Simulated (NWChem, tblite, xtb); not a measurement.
A ladder of methods for C3H9BS (SMILES CSB(C)C)

The species is C3H9BS (14 atoms), meant as a singlet with charge 0. As SMILES, `CSB(C)C`. Geometry: relaxed at PBE0-D4/def2-TZVP.

Quantity: the dipole moment, in D. The values are calculated.

```tsv
level	kind	program	value (D)	CPU time
GFN2-xTB	semi-empirical	xtb	2.19	under 2 s
GFN1-xTB	semi-empirical	tblite	1.27	under 2 s
GFN0-xTB	semi-empirical	xtb	2.11	under 2 s
IPEA1-xTB	semi-empirical	tblite	1.93	under 2 s
HF/STO-3G	Hartree–Fock	NWChem	0.95	4.9 s
HF/3-21G	Hartree–Fock	NWChem	2.01	5.5 s
HF/def2-SVP	Hartree–Fock	NWChem	1.61	28 s
r2SCAN/6-31G* (spherical functions)	meta-GGA	NWChem	1.66	47 s
B3LYP/6-31G* (spherical functions)	global hybrid	NWChem	1.59	37 s
B3LYP/6-31G* (Cartesian functions)	global hybrid	NWChem	1.59	37 s
```

The values span 0.95 to 2.19 D. Magnitudes only. Sets without polarisation functions give poor dipoles. Without the sets that lack polarisation functions the rows with a basis span only 1.59 to 1.66 D. Times are those of the runs behind each value, whatever else they computed, on shared processors of several kinds: orders of magnitude only.

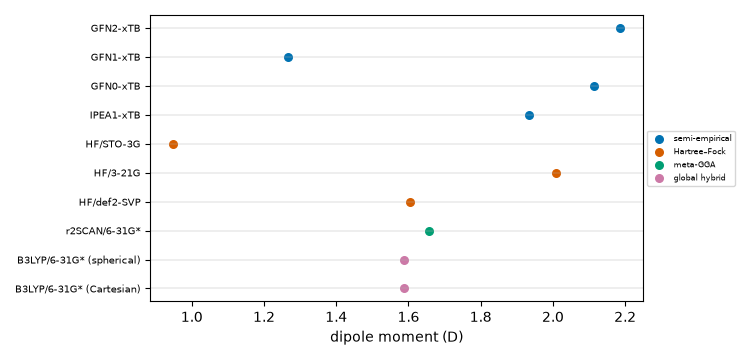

The values of the table, level by level.
